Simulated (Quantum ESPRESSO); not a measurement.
# Wannier-interpolated electron–phonon scattering in MgB2 (P6/mmm)

How strongly do phonons scatter the electrons of MgB2 (P6/mmm), and how dense must the meshes be?

Main program and level: Quantum ESPRESSO 7.5; DFT PBE, scalar-relativistic, plane waves, PseudoDojo 0.4.1 norm-conserving pseudopotentials.

## (1) Set-up

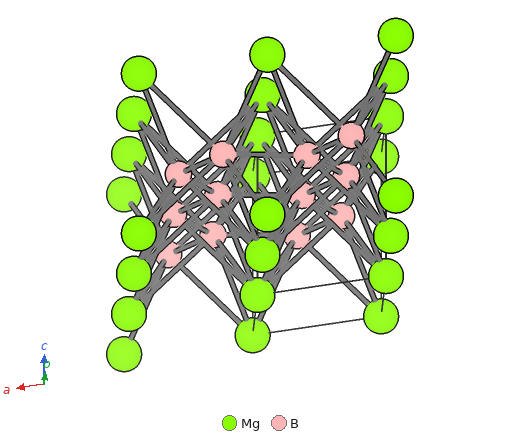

The cell as given, from a free direction (magnesium green, boron pink). 2×3×1 cells are drawn. Some periodic images of atoms are drawn too.

## (2) Relaxation

The cell is relaxed under the functional used for all that follows.

The input, relax.in:

```
&control
   calculation = 'vc-relax'
   prefix = 'x'
   outdir = './tmp'
   pseudo_dir = './pseudo'
   tprnfor = .true.
   tstress = .true.
   etot_conv_thr = 1.0d-06
   forc_conv_thr = 1.0d-04
/
&system
   ibrav = 0
   nat = 3
   ntyp = 2
   ecutwfc = 84.0
   occupations = 'smearing'
   smearing = 'mv'
   degauss = 0.02
/
&electrons
   conv_thr = 1.0d-10
/
&ions
/
&cell
   press_conv_thr = 0.1
/
ATOMIC_SPECIES
 Mg     24.3050  Mg.upf
 B      10.8100  B.upf
CELL_PARAMETERS angstrom
     3.085000000    0.000000000    0.000000000
    -1.542500000    2.671688371    0.000000000
     0.000000000    0.000000000    3.523000000
ATOMIC_POSITIONS crystal
 Mg     0.000000000   0.000000000   0.000000000
 B      0.333333333   0.666666667   0.500000000
 B      0.666666667   0.333333333   0.500000000
K_POINTS automatic
 9 9 6 0 0 0
```

Run with:

```console
> OMP_NUM_THREADS=1 mpirun -n 8 pw.x -nk 8 -in relax.in > relax.out
```

The log of the run:

```text
Program PWSCF v.7.5

     This program is part of the open-source Quantum ESPRESSO suite
     for quantum simulation of materials; please cite
         "P. Giannozzi et al., J. Phys.:Condens. Matter 21 395502 (2009);
         "P. Giannozzi et al., J. Phys.:Condens. Matter 29 465901 (2017);
         "P. Giannozzi et al., J. Chem. Phys. 152 154105 (2020);
     in publications or presentations arising from this work. More details at

     Message from routine setup:
     using ibrav=0 with symmetry is DISCOURAGED, use correct ibrav instead

     G-vector sticks info
     --------------------
     sticks:   dense  smooth     PW     G-vecs:    dense   smooth      PW
     Sum         769     769    241                20331    20331    3345

     Using Slab Decomposition

     bravais-lattice index     =            0
     lattice parameter (alat)  =       5.8298  a.u.
     unit-cell volume          =     195.9522 (a.u.)^3
     number of atoms/cell      =            3
     number of atomic types    =            2
     number of electrons       =        16.00
     number of Kohn-Sham states=           12
     kinetic-energy cutoff     =      84.0000  Ry
     charge density cutoff     =     336.0000  Ry
     scf convergence threshold =      1.0E-10
     mixing beta               =       0.7000
     number of iterations used =            8  plain     mixing
     energy convergence thresh.=      1.0E-06
     force convergence thresh. =      1.0E-04
     press convergence thresh. =      1.0E-01
     Exchange-correlation= PBE
                           (   1   4   3   4   0   0   0)
     nstep                     =           50

     celldm(1)=   5.829805  celldm(2)=   0.000000  celldm(3)=   0.000000
     celldm(4)=   0.000000  celldm(5)=   0.000000  celldm(6)=   0.000000

     crystal axes: (cart. coord. in units of alat)
               a(1) = (   1.000000   0.000000   0.000000 )
               a(2) = (  -0.500000   0.866025   0.000000 )
               a(3) = (   0.000000   0.000000   1.141977 )
[...]
number of Kohn-Sham states=           12
     number of k points=    48  Marzari-Vanderbilt smearing, width (Ry)=  0.0200
     estimated scf accuracy    <       0.31299312 Ry
     estimated scf accuracy    <       0.05496968 Ry
     estimated scf accuracy    <       0.00035919 Ry
     estimated scf accuracy    <       0.00000864 Ry
     estimated scf accuracy    <       0.00000027 Ry
     estimated scf accuracy    <          9.5E-09 Ry
     estimated scf accuracy    <          5.0E-10 Ry
     number of Kohn-Sham states=           12
     number of k points=    48  Marzari-Vanderbilt smearing, width (Ry)=  0.0200
     estimated scf accuracy    <       0.32255719 Ry
     estimated scf accuracy    <       0.05870858 Ry
     estimated scf accuracy    <       0.00036755 Ry
     estimated scf accuracy    <       0.00000889 Ry
     estimated scf accuracy    <       0.00000029 Ry
     estimated scf accuracy    <       0.00000001 Ry
     estimated scf accuracy    <          7.4E-10 Ry
     estimated scf accuracy    <          3.4E-11 Ry
     the Fermi energy is     9.1806 ev
!    total energy              =    -130.58380970 Ry
     estimated scf accuracy    <          4.0E-13 Ry
     convergence has been achieved in   9 iterations
          total   stress  (Ry/bohr**3)                   (kbar)     P=        0.00
   JOB DONE.
```

Elapsed: 14 s, on 8 MPI ranks of Intel Xeon Platinum 8223CL at 3.00GHz (Skylake/Cascade Lake), shared host.

This step gave:

```yaml
free_energy: -1776.6832 eV
pressure: 6.67e-4 GPa
volume_per_atom: 9.633 Å³/atom
```

The volume ends at 9.633 Å³ an atom, -0.5 % from the start.

## (3) Ground state

Linear response needs a tightly converged ground state.

The input, scf.in:

```
&control
   calculation = 'scf'
   prefix = 'x'
   outdir = './tmp'
   pseudo_dir = './pseudo'
   tprnfor = .true.
   tstress = .true.
/
&system
   ibrav = 0
   nat = 3
   ntyp = 2
   ecutwfc = 84.0
   occupations = 'smearing'
   smearing = 'mv'
   degauss = 0.02
/
&electrons
   conv_thr = 1.0d-12
/
ATOMIC_SPECIES
 Mg     24.3050  Mg.upf
 B      10.8100  B.upf
CELL_PARAMETERS angstrom
     3.072835000    0.000000000    0.000000000
    -1.536417500    2.661153200    0.000000000
     0.000000000    0.000000000    3.533925900
ATOMIC_POSITIONS crystal
 Mg     0.000000000   0.000000000   0.000000000
 B      0.333333300   0.666666700   0.500000000
 B      0.666666700   0.333333300   0.500000000
K_POINTS automatic
 9 9 6 0 0 0
```

Run with:

```console
> OMP_NUM_THREADS=1 mpirun -n 8 pw.x -nk 8 -in scf.in > scf.out
```

The log of the run:

```text
[banner, memory and clock lines left out]
[...]
number of Kohn-Sham states=           12
     number of k points=    48  Marzari-Vanderbilt smearing, width (Ry)=  0.0200
     estimated scf accuracy    <       0.32293738 Ry
     estimated scf accuracy    <       0.05887155 Ry
     estimated scf accuracy    <       0.00035283 Ry
     estimated scf accuracy    <       0.00000913 Ry
     estimated scf accuracy    <       0.00000027 Ry
     estimated scf accuracy    <          9.9E-09 Ry
     estimated scf accuracy    <          6.6E-10 Ry
     estimated scf accuracy    <          4.5E-11 Ry
     the Fermi energy is     9.1806 ev
!    total energy              =    -130.58380967 Ry
     estimated scf accuracy    <          3.1E-13 Ry
     convergence has been achieved in   9 iterations
          total   stress  (Ry/bohr**3)                   (kbar)     P=        0.00
```

The job ended after 4.1 s (8 MPI ranks).

Numbers from this step:

- Fermi energy: 9.181 eV

The Fermi level lies at 9.181 eV and the pressure is 6.7e-4 GPa.

(Part 1 of 3 ends here.)

[The logs of pw.x and epw.x are selected lines.]

[Logs are printed without paths, hosts, clocks, repeated set-up lines and the standing remarks that a program may print on its own settings, such as how far it seeks lower states.]

[Hosts, paths, dates, database ids (printed as entryN), source tags and the programs' standing remarks are cut or masked in the printed files.]
